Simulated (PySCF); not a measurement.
**Solver options tried on CoO2⁻ (triplet)**

The same problem is solved with other solver options, one edit a run.

Computed with PySCF 2.14.0. Level: method and basis as typed in the scripts.

3 further runs of the same task are left out: 3 that didn't finish.

**1. Where the work starts**

CoO2⁻ (triplet): 3 atoms, charge -1, spin multiplicity 3.

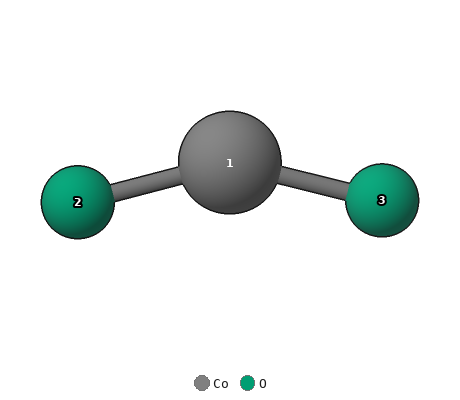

Start geometry, drawn with cobalt grey, oxygen teal; atoms are numbered from 1 in the order of the file.

As a file:

```
Co    0.0911   -0.1360    0.0000
O    -0.1361    0.2032    1.6025
O    -0.1361    0.2032   -1.6025
```

**2. Base script**

input.py

```python
from pyscf import gto, scf, mp

mol = gto.M(
    atom='Co 0.0911 -0.136 0; O -0.1361 0.2032 1.6025; O -0.1361 0.2032 -1.6025',
    basis='def2-svp',
    charge=-1,
    spin=2,
    verbose=4,
)
mf = scf.UHF(mol)
mf.level_shift = 0.3
mf = mf.newton()
mf.kernel()
mp.MP2(mf, frozen=7).kernel()
mf.dip_moment()
print('orbital energies (hartree):', [e[max(0, n-3):n+3].round(4) for e, n in zip(mf.mo_energy, mol.nelec)])
```

Command:

```sh
> OMP_NUM_THREADS=1 python input.py
```

Its log is not repeated here.

In short: E(SCF) = -1530.687314 Eh, 8 macro-iterations, E(MP2) − E(SCF) = -0.62199 Eh, ⟨S²⟩ = 3.484.

⟨S²⟩ = 3.48 against 2.00 for a pure state: the determinant is spin-contaminated. The dipole of an ion depends on the origin. No search for the lowest state was made; open d or f shells can end in a higher solution. The triplet is typed in the script; nothing here shows that it is the ground state.

**3. Level shift 1 hartree**

Variant 1 changes level shift: 0.3 hartree → 1 hartree.

input.py

```python
from pyscf import gto, scf, mp

mol = gto.M(
    atom='Co 0.0911 -0.136 0; O -0.1361 0.2032 1.6025; O -0.1361 0.2032 -1.6025',
    basis='def2-svp',
    charge=-1,
    spin=2,
    verbose=4,
)
mf = scf.UHF(mol)
mf.level_shift = 1.0
mf = mf.newton()
mf.kernel()
mp.MP2(mf, frozen=7).kernel()
mf.dip_moment()
print('orbital energies (hartree):', [e[max(0, n-3):n+3].round(4) for e, n in zip(mf.mo_energy, mol.nelec)])
```

Command:

```sh
> OMP_NUM_THREADS=1 python input.py
```

**4. DIIS space 12**

Variant 2 changes DIIS space: default → 12.

Edit input.py of step 2 so:

```diff
@@ -11,2 +11,3 @@
 mf.level_shift = 0.3
+mf.diis_space = 12
 mf = mf.newton()
```

**5. Convergence threshold 1e-07 hartree**

Variant 3 changes convergence threshold: default → 1e-07 hartree.

Edit input.py of step 2 so:

```diff
@@ -10,2 +10,3 @@
 mf = scf.UHF(mol)
+mf.conv_tol = 1e-07
 mf.level_shift = 0.3
```

Before running it: what results should come out? Wanted: for each run, E(SCF); from base; gap, α spin; after the SCF.

**Answer**, as computed:

```csv
run,E(SCF) (hartree),from base (eV),cycles,"gap, α spin (eV)",after the SCF
base,-1530.687314,0,8 macro,7.44,"MP2 correlation -16.925 eV, core frozen"
level shift 1 hartree,-1530.687314,0.0000,8 macro,7.44,"MP2 correlation -16.925 eV, core frozen"
DIIS space 12,-1530.687314,0.0000,8 macro,7.44,"MP2 correlation -16.925 eV, core frozen"
convergence threshold 1e-07 hartree,-1530.687314,0.0000,7 macro,7.44,"MP2 correlation -16.927 eV, core frozen"
```

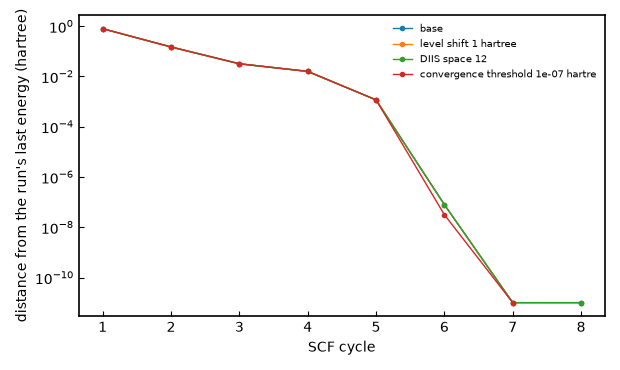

How each run approaches its own final energy.

What this shows: The SCF energy stays the same, to the digits that matter, with level shift 1 hartree or DIIS space 12 or convergence threshold 1e-07 hartree. The cycles with level shift 1 hartree or DIIS space 12 repeat those of the base digit for digit, so the setting never acted.
